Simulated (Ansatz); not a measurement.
**Al2F4H2O2 (SMILES [F][Al-]1([F])[OH+][Al-]([F])([F])[OH+]1): density, localisation and related maps**

```xyz
10

Al    0.7417   -1.0905    0.4568
Al   -0.7419    1.0904   -0.4566
F     2.2934   -1.3490   -0.0634
F     0.1008   -2.1707    1.5374
F    -2.2937    1.3493    0.0632
F    -0.1006    2.1703   -1.5373
O     0.3991    0.6522    0.9091
O    -0.3995   -0.6524   -0.9088
H     0.6524    1.1513    1.6892
H    -0.6515   -1.1509   -1.6897
```

Geometry: PBE0-D4/def2-SVP.

Level of theory: Ansatz 0.2.0, isolated molecule in a Gaussian basis; Kohn-Sham density functional theory, functional PBE0.

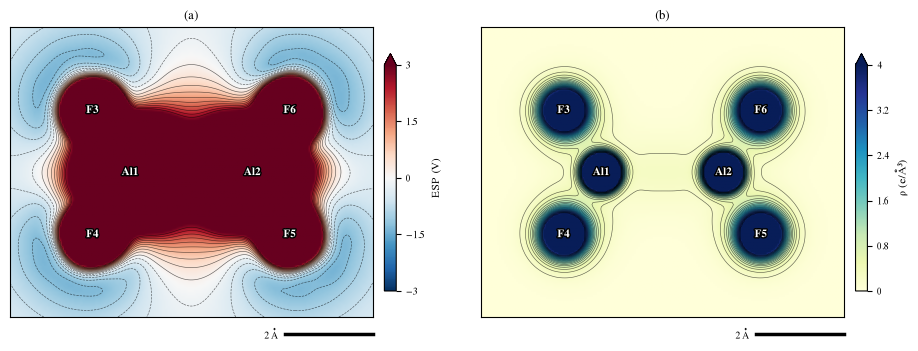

Figure 1. (a) molecular electrostatic potential; (b) total electron density on the plane of atoms F3, Al1 and F4.

**What do the fields say about this system?**

- The plane passes through Al and F nuclei.
- Al–F (1.66 Å): ρ at the midpoint is about 0.81 e/Å³.
- Outside the dense part of the molecule the potential is most negative (−1.4 V) near F3, F4, F5 and F6.

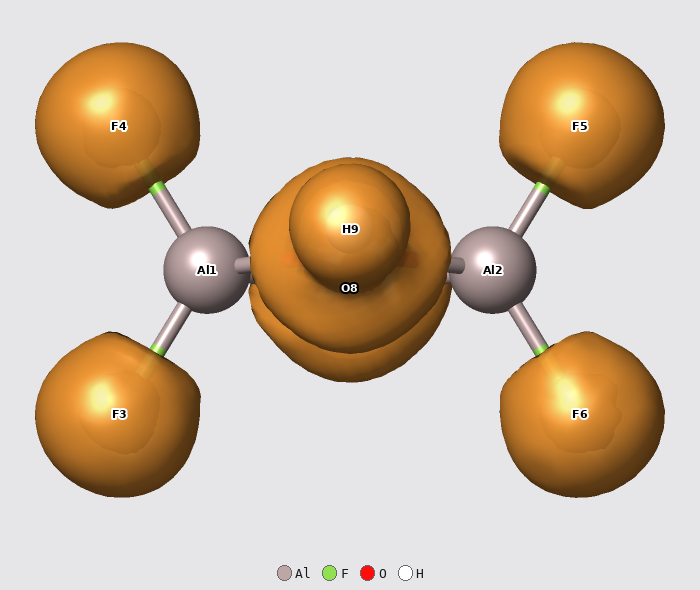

Figure 2. Isosurface of the electron localisation function at 0.75 (orange), seen from one side. Only the valence region is drawn (cores and ρ < 0.01 e/Å³ removed).

**Describe the localisation domains.**

At this value the surface marks out four regions wrapped around F (the valence shell of each) and two joined regions spread over several atoms (H, O), in which their bonds and any lone pairs are merged. Profiles from the grid: Al–F (1.66 Å): the ELF peaks at about 0.85 in the valence shell of F, 0.6 Å from its nucleus, and is about 0.25 at the midpoint. Al–O (1.83 Å): the ELF peaks at about 0.90 in the valence shell of O, 0.6 Å from its nucleus, and is about 0.45 at the midpoint.

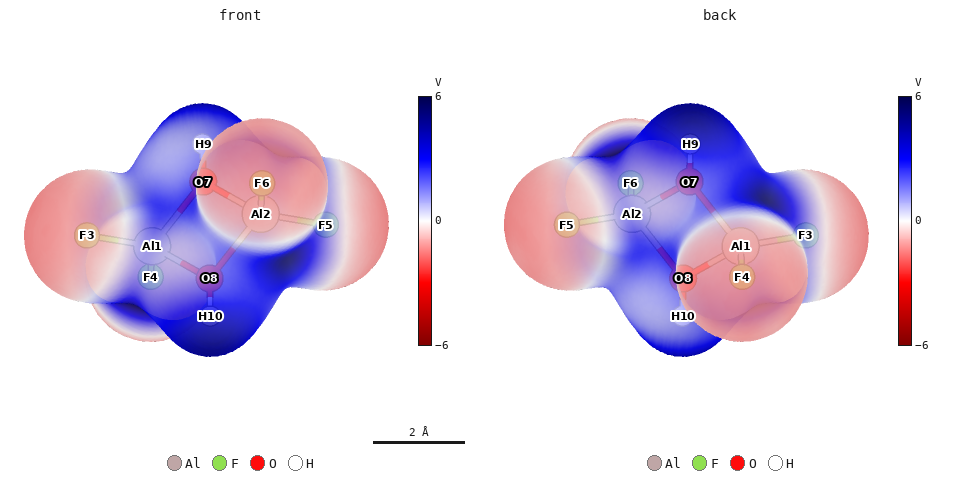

Figure 3. The electrostatic potential painted on the density surface at 0.004 e/bohr³, seen from the front and from behind; red is negative and blue positive.

**Describe the electrostatic potential map.**

The most negative region (about −1.3 V) lies over F3, F4, F5 and F6, the most positive (about +5.4 V) over Al1 and Al2.
